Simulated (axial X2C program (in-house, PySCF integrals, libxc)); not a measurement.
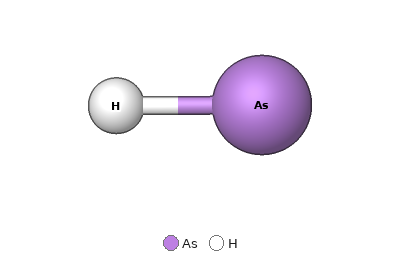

The molecule at the reference distance of 1.534 Å.

**Relativistic diatomic calculation for AsH⁺**

System: AsH⁺, single determinant with M_S = 1/2 and |Λ| = 1.
Method: PBE0, spin-free X2C-1e, As dyall-cv3z, H dyall-v3z (cores contracted) (axial X2C program (in-house, PySCF integrals, libxc)).

## Summary

| quantity | value |
| --- | --- |
| outcome | converged |
| bond length rₑ | 1.532 Å |
| ωₑ | 2187 cm⁻¹ |
| energy at the minimum | −2260.76280 hartree |
| depth below the fragments | 3.04 eV |
| largest ⟨S²⟩ along the curve | 0.76 |
| hardware | 1 thread of Arm Neoverse V1, 24 GiB of memory available, shared host |
| wall time | 2.2 s |
| peak memory | 0.28 GiB |

## Input
```
{"zs": [33, 1], "q": 1, "bas": ["dyall-cv3z", "dyall-v3z"], "levels": ["PBE0", "HF", "r2SCAN"], "cc": true, "r0": 1.53, "thr": -2.0, "nmax": 90, "npts": 10, "nst": 2, "ntry": 6}
```

The line is the task of a batch: nuclear charges, charge, bases, the levels to run, a first guess of the distance and further settings. This report covers PBE0 without spin-orbit coupling. The log is that of the reference distance 1.534 Å.

The run was one of a batch that the task file lists, launched with:
```bash
python <driver script> task.json out
```

## Output
```
spin-free X2C-1e  PBE0
basis functions 120  fitting functions 684  grid points 5072
iter        total energy     max residual
   1      -2260.756289714     2.63e-01
   2      -2260.762796171     9.94e-04
   3      -2260.762798686     1.33e-04
   4      -2260.762798751     1.26e-04
   5      -2260.762798834     1.84e-05
   6      -2260.762798835     1.30e-05
converged
one-electron -3157.72072658  Coulomb 969.75016977  exact exchange -20.67789533  xc functional -63.49821107  nuclear repulsion 11.38386438
```

## The points of the curve

```
R (Å)   E (hartree)  dipole (D; origin at the first atom, positive when the second is positive)  highest filled (eV)  lowest empty (eV)
1.335  −2260.745644                                                                        0.94               −15.06             −12.69
1.396  −2260.755408                                                                        0.91               −15.03             −12.66
1.442  −2260.759785                                                                        0.89               −15.02             −12.65
1.488  −2260.762122                                                                        0.88               −15.00             −12.63
1.534  −2260.762799                                                                        0.86               −14.98             −12.61
1.588  −2260.761894                                                                        0.86               −14.97             −12.60
1.641  −2260.759540                                                                        0.86               −14.95             −12.58
1.710  −2260.754894                                                                        0.86               −14.93             −12.56
1.795  −2260.747443                                                                        0.88               −14.91             −12.54
1.917  −2260.734504                                                                        0.94               −14.88             −12.51
```

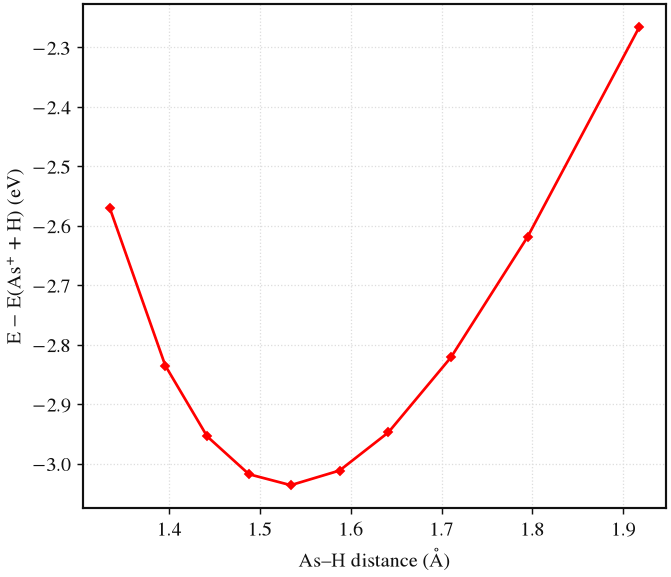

Energy at 10 bond lengths, for one set of occupations held fixed; the line joins the points. A polynomial of degree 6 through 9 points gives rₑ = 1.532 Å, ωₑ = 2187 cm⁻¹, ωₑxₑ = 32 cm⁻¹ and Bₑ = 7.219 cm⁻¹. The minimum lies 3.04 eV below As⁺ + H, each computed as one determinant at the same level.

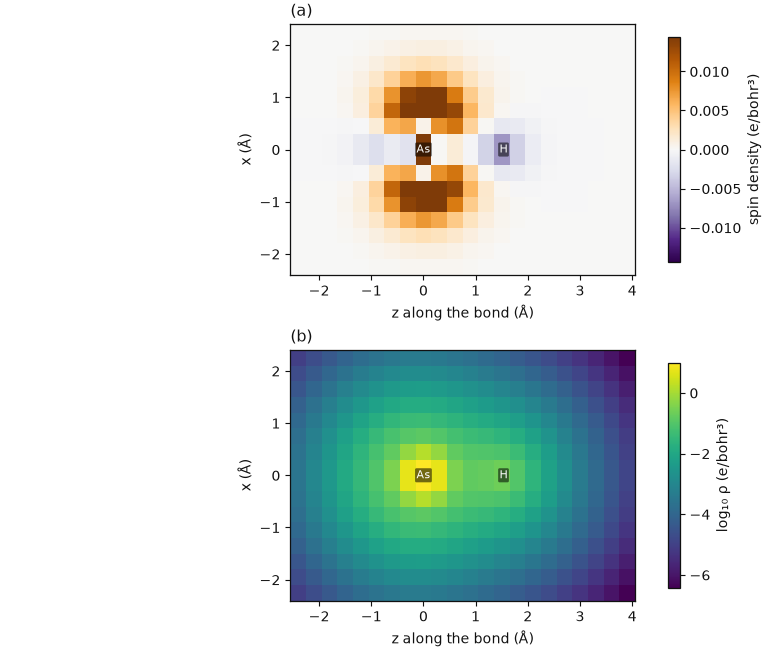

(a) spin density; (b) electron density on a logarithmic scale, in a plane that holds the axis, at 1.53 Å, on points 0.3 Å apart (one half computed, the other mirrored); the structure near the nuclei is finer than these points.

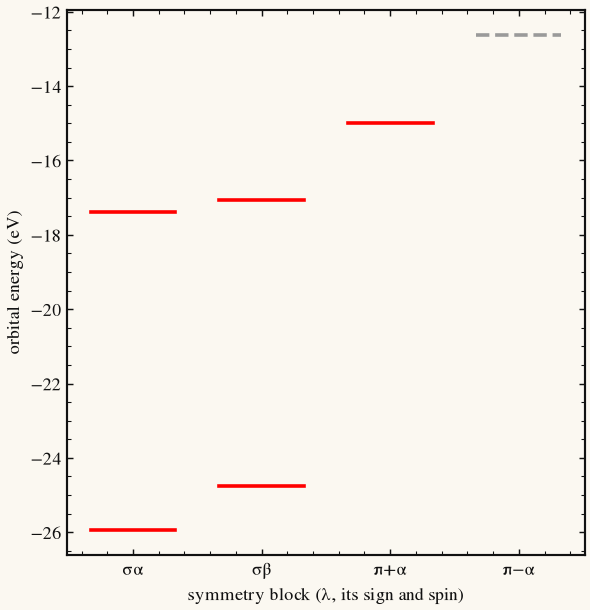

Orbital energies near the frontier at 1.53 Å, filled (solid) and empty (dashed); a label such as π−α means λ = −1 and α spin. The highest filled orbital (π+α; 96 % As p, 3 % H p) lies at −14.98 eV, the lowest empty one (π−α; 96 % As p, 3 % H p) at −12.61 eV.
